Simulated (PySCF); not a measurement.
# Property calculation, with input and output: C3H6SSi

C3H6SSi, computed with CCSD/6-31G, RHF (PySCF 2.14.0).

The geometry comes from this level: GFN2-xTB.

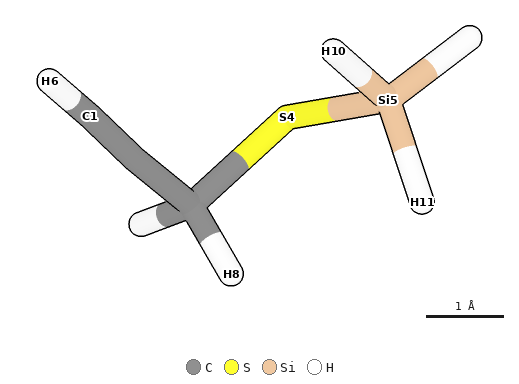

**Figure 1.** The structure (stick view, seen at a tilt; atoms are numbered from 1 in the order of the input). Bond lengths as drawn: C–C 1.20 to 1.44 Å, C–H 1.05 to 1.09 Å, C–S 1.85 Å, H–Si 1.45 to 1.46 Å and S–Si 2.14 Å.

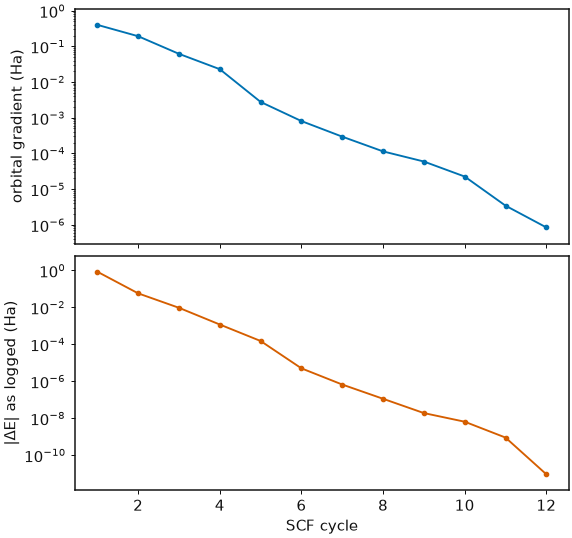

**Figure 2.** Convergence of the self-consistent field: orbital gradient and size of the energy change against the SCF cycle. The residual falls at every step.

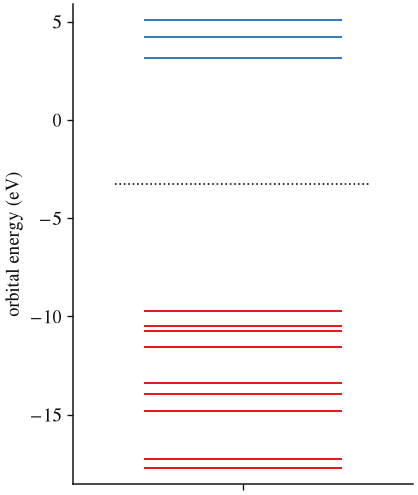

**Figure 3.** Orbital energies near the frontier (SCF reference); the dotted line parts filled from empty levels, and levels within 0.02 eV of each other stand side by side. Highest filled −9.72 eV, lowest empty 3.15 eV, 12.87 eV apart.

These pictures come from the run below.

## Input (calc.py)
```python
import numpy
from pyscf import gto, scf, cc, lo

mol = gto.M(
    atom='''
C       -1.616590       0.819670       1.545550
C       -0.880920      -0.077260       1.248590
C       -0.014130      -1.138890       0.815810
S       -0.002960      -1.316450      -1.021420
Si       0.895780       0.537430      -1.603340
H       -2.260580       1.593540       1.840920
H       -0.366420      -2.100090       1.191760
H        1.012740      -0.968180       1.143950
H        1.026400       0.391430      -3.041080
H        0.024120       1.632920      -1.202000
H        2.182570       0.625890      -0.918740
''',
    charge=0,
    basis='6-31g',
    max_memory=1860,
    spin=0,
    verbose=4,
)

mf = scf.RHF(mol)
mf.conv_tol = 1e-10
mf.kernel()
if not mf.converged:
    mf = mf.newton().run(mf.mo_coeff, mf.mo_occ)

mycc = cc.CCSD(mf)
mycc.kernel()
e_final = mycc.e_tot
print(f'total energy: {e_final:.8f} hartree')
mf.analyze()
quad = mf.quad_moment()
occ = mf.mo_coeff[:, mf.mo_occ > 0]
iaos = lo.vec_lowdin(lo.iao.iao(mol, occ), mf.get_ovlp())
c = iaos.T @ mf.get_ovlp() @ occ
pop_iao, q_iao = scf.hf.mulliken_pop(lo.iao.reference_mol(mol), (c * mf.mo_occ[mf.mo_occ > 0]) @ c.T, numpy.eye(c.shape[0]), verbose=0)
print('IAO charges', numpy.round(q_iao, 4))
dm_corr = mycc.make_rdm1(ao_repr=True)
dip_corr = mf.dip_moment(mol, dm_corr)
```

Launch command:
```bash
OMP_NUM_THREADS=1 python calc.py
```

## What the program printed
```
PySCF version 2.14.0

[INPUT] num. atoms = 11
[INPUT] num. electrons = 54
[INPUT] charge = 0
[INPUT] spin (= nelec alpha-beta = 2S) = 0
[INPUT] symmetry False subgroup None
[INPUT] Mole.unit = angstrom
[INPUT] Symbol           X                Y                Z      unit          X                Y                Z       unit  Magmom
[INPUT]  1 C     -1.616590000000   0.819670000000   1.545550000000 AA   -3.054912355711   1.548951812522   2.920666211822 Bohr   0.0
[INPUT]  2 C     -0.880920000000  -0.077260000000   1.248590000000 AA   -1.664697537652  -0.146000240384   2.359493141871 Bohr   0.0
[INPUT]  3 C     -0.014130000000  -1.138890000000   0.815810000000 AA   -0.026701830140  -2.152190186006   1.541657469681 Bohr   0.0
[INPUT]  4 S     -0.002960000000  -1.316450000000  -1.021420000000 AA   -0.005593589329  -2.487729956684  -1.930204058153 Bohr   0.0
[INPUT]  5 Si     0.895780000000   0.537430000000  -1.603340000000 AA    1.692778867863   1.015595511125  -3.029873484560 Bohr   0.0
[INPUT]  6 H     -2.260580000000   1.593540000000   1.840920000000 AA   -4.271877082669   3.011354168539   3.478834617234 Bohr   0.0
[INPUT]  7 H     -0.366420000000  -2.100090000000   1.191760000000 AA   -0.692433446563  -3.968594936938   2.252100006212 Bohr   0.0
[INPUT]  8 H      1.012740000000  -0.968180000000   1.143950000000 AA    1.913801235392  -1.829595039281   2.161752200196 Bohr   0.0
[INPUT]  9 H      1.026400000000   0.391430000000  -3.041080000000 AA    1.939614894254   0.739695496939  -5.746808322892 Bohr   0.0
[INPUT] 10 H      0.024120000000   1.632920000000  -1.202000000000 AA    0.045580194125   3.085771583325  -2.271450801727 Bohr   0.0
[INPUT] 11 H      2.182570000000   0.625890000000  -0.918740000000 AA    4.124459547692   1.182760684104  -1.736166979683 Bohr   0.0

nuclear repulsion = 254.545777528321
number of shells = 41
number of NR pGTOs = 182
number of NR cGTOs = 65
basis = 6-31g
ecp = {}

******** <class 'pyscf.scf.hf.RHF'> ********
method = RHF
initial guess = minao
damping factor = 0
level_shift factor = 0
DIIS = <class 'pyscf.scf.diis.CDIIS'>
diis_start_cycle = 1
diis_space = 8
diis_damp = 0
SCF conv_tol = 1e-10
SCF conv_tol_grad = None
SCF max_cycles = 50
direct_scf = True
direct_scf_tol = 1e-13
Set gradient conv threshold to 1e-05
Initial guess from minao.
init E= -804.104744341747
  HOMO = -0.270879389288994  LUMO = 0.0594171783635524  gap/eV = 8.98783
cycle= 1 E= -803.268213570443  delta_E= 0.837  |g|=  0.4  |ddm|= 3.15
  HOMO = -0.344288445454708  LUMO = 0.0998382210400857  gap/eV = 12.08530
cycle= 2 E= -803.324625030476  delta_E= -0.0564  |g|= 0.192  |ddm|= 1.49
  HOMO = -0.355500341661348  LUMO = 0.113077155715448  gap/eV = 12.75064
cycle= 3 E= -803.33394906233  delta_E= -0.00932  |g|= 0.0616  |ddm|= 0.323
  HOMO = -0.35835393382246  LUMO = 0.116431053475157  gap/eV = 12.91956
cycle= 4 E= -803.335106556795  delta_E= -0.00116  |g|= 0.0229  |ddm|= 0.181
  HOMO = -0.356343304786391  LUMO = 0.116437755499946  gap/eV = 12.86503
cycle= 5 E= -803.335255962467  delta_E= -0.000149  |g|= 0.00277  |ddm|= 0.0417
  HOMO = -0.357142119626068  LUMO = 0.115760089504621  gap/eV = 12.86832
cycle= 6 E= -803.335260887508  delta_E= -4.93e-06  |g|= 0.000806  |ddm|= 0.0108
  HOMO = -0.357192500010193  LUMO = 0.115844043318879  gap/eV = 12.87198
cycle= 7 E= -803.33526154253  delta_E= -6.55e-07  |g|= 0.000295  |ddm|= 0.00344
  HOMO = -0.357209632437382  LUMO = 0.115824917413006  gap/eV = 12.87193
cycle= 8 E= -803.335261654029  delta_E= -1.11e-07  |g|= 0.000114  |ddm|= 0.00126
  HOMO = -0.357239436989505  LUMO = 0.115816838923501  gap/eV = 12.87252
cycle= 9 E= -803.335261672725  delta_E= -1.87e-08  |g|= 5.93e-05  |ddm|= 0.000312
  HOMO = -0.357229659660766  LUMO = 0.115818720220525  gap/eV = 12.87230
cycle= 10 E= -803.335261679096  delta_E= -6.37e-09  |g|= 2.25e-05  |ddm|= 0.000212
  HOMO = -0.35723196439755  LUMO = 0.115817291982136  gap/eV = 12.87233
cycle= 11 E= -803.33526167998  delta_E= -8.83e-10  |g|= 3.44e-06  |ddm|= 0.000101
  HOMO = -0.357231984247801  LUMO = 0.115817702816581  gap/eV = 12.87234
cycle= 12 E= -803.335261679989  delta_E= -9.09e-12  |g|= 8.45e-07  |ddm|= 1.2e-05
  HOMO = -0.357231812365528  LUMO = 0.115817746654702  gap/eV = 12.87233
Extra cycle  E= -803.33526167999  delta_E= -1.59e-12  |g|= 3.69e-07  |ddm|= 2.93e-06
converged SCF energy = -803.33526167999

******** <class 'pyscf.cc.ccsd.CCSD'> ********
CC2 = 0
CCSD nocc = 27, nmo = 65
max_cycle = 50
direct = 0
conv_tol = 1e-07
conv_tol_normt = 1e-05
diis_space = 6
diis_start_cycle = 0
diis_start_energy_diff = 1e+09
Init t2, MP2 energy = -803.719384405516  E_corr(MP2) -0.384122725525241
Init E_corr(CCSD) = -0.384122725525321
cycle = 1  E_corr(CCSD) = -0.405864819458736  dE = -0.0217420939  norm(t1,t2) = 0.065232
cycle = 2  E_corr(CCSD) = -0.421095704017584  dE = -0.0152308846  norm(t1,t2) = 0.0247077
cycle = 3  E_corr(CCSD) = -0.42728305172299  dE = -0.00618734771  norm(t1,t2) = 0.0114261
cycle = 4  E_corr(CCSD) = -0.428841562260454  dE = -0.00155851054  norm(t1,t2) = 0.00356795
cycle = 5  E_corr(CCSD) = -0.428796534511356  dE = 4.50277491e-05  norm(t1,t2) = 0.0013605
cycle = 6  E_corr(CCSD) = -0.428770752652102  dE = 2.57818593e-05  norm(t1,t2) = 0.000297134
cycle = 7  E_corr(CCSD) = -0.428790488090204  dE = -1.97354381e-05  norm(t1,t2) = 0.000107904
cycle = 8  E_corr(CCSD) = -0.428793885246318  dE = -3.39715611e-06  norm(t1,t2) = 2.64595e-05
cycle = 9  E_corr(CCSD) = -0.428793056862555  dE = 8.28383762e-07  norm(t1,t2) = 9.2573e-06
cycle = 10  E_corr(CCSD) = -0.428793104033681  dE = -4.71711257e-08  norm(t1,t2) = 3.49084e-06
CCSD converged
E(CCSD) = -803.7640547840241  E_corr = -0.4287931040336808
total energy: -803.76405478 hartree
**** SCF Summaries ****
Total Energy =                        -803.335261679990367
Nuclear Repulsion Energy =             254.545777528320599
One-electron Energy =                -1613.321136179819405
Two-electron Energy =                  555.440096971508524
Two-electron Coulomb Energy =          618.472850574572590
DFT Exchange-Correlation Energy =      -63.032753603064066
HOMO-LUMO gap [eV] =                    12.872334157090243
**** MO energy ****
MO #1   energy= -91.9242772686221  occ= 2
MO #2   energy= -68.8001913931329  occ= 2
MO #3   energy= -11.2981477956913  occ= 2
MO #4   energy= -11.2518784999896  occ= 2
MO #5   energy= -11.2395264251201  occ= 2
MO #6   energy= -8.94696055337938  occ= 2
MO #7   energy= -6.62880829520966  occ= 2
MO #8   energy= -6.6265375561435   occ= 2
MO #9   energy= -6.623954322042    occ= 2
MO #10  energy= -6.17183106131956  occ= 2
MO #11  energy= -4.27682780767283  occ= 2
MO #12  energy= -4.27616270220969  occ= 2
MO #13  energy= -4.27574080742274  occ= 2
MO #14  energy= -1.1036766309956   occ= 2
MO #15  energy= -1.01257047928915  occ= 2
MO #16  energy= -0.901264028414504 occ= 2
MO #17  energy= -0.742303627608049 occ= 2
MO #18  energy= -0.722196813484109 occ= 2
MO #19  energy= -0.65195820465281  occ= 2
MO #20  energy= -0.634299129080332 occ= 2
MO #21  energy= -0.544199034663713 occ= 2
MO #22  energy= -0.513203260759054 occ= 2
MO #23  energy= -0.491306300031404 occ= 2
MO #24  energy= -0.424956200283308 occ= 2
MO #25  energy= -0.395079590324157 occ= 2
MO #26  energy= -0.385380451808469 occ= 2
MO #27  energy= -0.357231812365528 occ= 2
MO #28  energy= 0.115817746654702  occ= 0
MO #29  energy= 0.155774090009018  occ= 0
MO #30  energy= 0.18578073125593   occ= 0
MO #31  energy= 0.186692217873173  occ= 0
MO #32  energy= 0.212210197488536  occ= 0
MO #33  energy= 0.243425097612449  occ= 0
MO #34  energy= 0.253965833051681  occ= 0
MO #35  energy= 0.271447186509943  occ= 0
MO #36  energy= 0.301799480947478  occ= 0
MO #37  energy= 0.310261200206643  occ= 0
MO #38  energy= 0.337820925671679  occ= 0
MO #39  energy= 0.370782618119325  occ= 0
MO #40  energy= 0.381869964815958  occ= 0
MO #41  energy= 0.414587560935115  occ= 0
MO #42  energy= 0.452602905963054  occ= 0
MO #43  energy= 0.571549365135806  occ= 0
MO #44  energy= 0.580580857252695  occ= 0
MO #45  energy= 0.6073688765438    occ= 0
MO #46  energy= 0.632945876429881  occ= 0
MO #47  energy= 0.685149715481301  occ= 0
MO #48  energy= 0.728487643039053  occ= 0
MO #49  energy= 0.784686797393201  occ= 0
MO #50  energy= 0.819423793033453  occ= 0
MO #51  energy= 0.908894179198961  occ= 0
MO #52  energy= 0.948479317295274  occ= 0
MO #53  energy= 0.972697207017408  occ= 0
MO #54  energy= 0.984098760078968  occ= 0
MO #55  energy= 1.01661874055679   occ= 0
MO #56  energy= 1.13333669674479   occ= 0
MO #57  energy= 1.18106324724965   occ= 0
MO #58  energy= 1.18921875283448   occ= 0
MO #59  energy= 1.22186066396768   occ= 0
MO #60  energy= 1.25590510957299   occ= 0
MO #61  energy= 1.26375461301096   occ= 0
MO #62  energy= 1.30314681078526   occ= 0
MO #63  energy= 1.5741967473171    occ= 0
MO #64  energy= 1.69504626640794   occ= 0
MO #65  energy= 1.86919619169407   occ= 0
 ** Mulliken pop on meta-lowdin orthogonal AOs  **
 ** Mulliken pop  **
pop of  0 C 1s            1.99998
pop of  0 C 2s            0.98365
pop of  0 C 3s            0.00888
pop of  0 C 2px           1.07512
pop of  0 C 2py           1.09995
pop of  0 C 2pz           1.02305
pop of  0 C 3px           0.00355
pop of  0 C 3py           0.00492
pop of  0 C 3pz           0.00138
pop of  1 C 1s            1.99998
pop of  1 C 2s            0.94011
pop of  1 C 3s            0.01035
pop of  1 C 2px           1.02772
pop of  1 C 2py           1.04567
pop of  1 C 2pz           1.00567
pop of  1 C 3px           0.00491
pop of  1 C 3py           0.00607
pop of  1 C 3pz           0.00280
pop of  2 C 1s            1.99998
pop of  2 C 2s            1.01395
pop of  2 C 3s            0.00282
pop of  2 C 2px           1.11119
pop of  2 C 2py           1.09823
pop of  2 C 2pz           0.98887
pop of  2 C 3px           0.00401
pop of  2 C 3py           0.00506
pop of  2 C 3pz           0.00233
pop of  3 S 1s            2.00000
pop of  3 S 2s            1.99998
pop of  3 S 3s            1.72356
pop of  3 S 4s            0.00488
pop of  3 S 2px           1.99999
pop of  3 S 2py           1.99998
pop of  3 S 2pz           1.99995
pop of  3 S 3px           1.84387
pop of  3 S 3py           1.54698
pop of  3 S 3pz           1.06478
pop of  3 S 4px           0.00449
pop of  3 S 4py           0.00282
pop of  3 S 4pz           0.00960
pop of  4 Si 1s           2.00000
pop of  4 Si 2s           1.99994
pop of  4 Si 3s           1.04959
pop of  4 Si 4s           0.00784
pop of  4 Si 2px          1.99999
pop of  4 Si 2py          1.99999
pop of  4 Si 2pz          1.99999
pop of  4 Si 3px          0.83024
pop of  4 Si 3py          0.73732
pop of  4 Si 3pz          0.85989
pop of  4 Si 4px          0.01898
pop of  4 Si 4py          0.01953
pop of  4 Si 4pz          0.01744
pop of  5 H 1s            0.81625
pop of  5 H 2s            0.01430
pop of  6 H 1s            0.83749
pop of  6 H 2s            0.01013
pop of  7 H 1s            0.85782
pop of  7 H 2s            0.00963
pop of  8 H 1s            1.06932
pop of  8 H 2s            0.00193
pop of  9 H 1s            1.07606
pop of  9 H 2s            0.00297
pop of  10 H 1s           1.08962
pop of  10 H 2s           0.00263
 ** Mulliken atomic charges  **
charge of    0C =     -0.20050
charge of    1C =     -0.04327
charge of    2C =     -0.22644
charge of    3S =     -0.20088
charge of    4Si =      0.45925
charge of    5H =      0.16945
charge of    6H =      0.15238
charge of    7H =      0.13254
charge of    8H =     -0.07125
charge of    9H =     -0.07904
charge of   10H =     -0.09225
Dipole moment(X, Y, Z, Debye):  0.91050,  1.83536,  0.94168
Traceless quadrupole moment (Debye*A):

IAO charges [-0.2306 -0.0373 -0.3252 -0.1977  0.5542  0.2037  0.1912  0.168  -0.0971
 -0.1081 -0.121 ]
cycle = 1  norm(lambda1,lambda2) = 0.0181407
cycle = 2  norm(lambda1,lambda2) = 0.00296855
cycle = 3  norm(lambda1,lambda2) = 0.00115671
cycle = 4  norm(lambda1,lambda2) = 0.000372573
cycle = 5  norm(lambda1,lambda2) = 0.000111706
cycle = 6  norm(lambda1,lambda2) = 3.05141e-05
cycle = 7  norm(lambda1,lambda2) = 1.16284e-05
cycle = 8  norm(lambda1,lambda2) = 3.28793e-06
Dipole moment(X, Y, Z, Debye):  0.76428,  1.61915,  0.91332
```

## Results in brief

- outcome: converged
- total energy: −803.764055 hartree
- SCF energy: −803.335262 hartree
- correlation energy: −0.428793 hartree
- basis functions: 65
- T1 diagnostic: 0.008
- HOMO of the SCF reference: −9.72 eV
- LUMO of the SCF reference: 3.15 eV
- hardware: 1 thread of Arm Neoverse V2, 24 GiB of memory available, shared host
- wall time: 34 s
- peak memory: 0.35 GiB
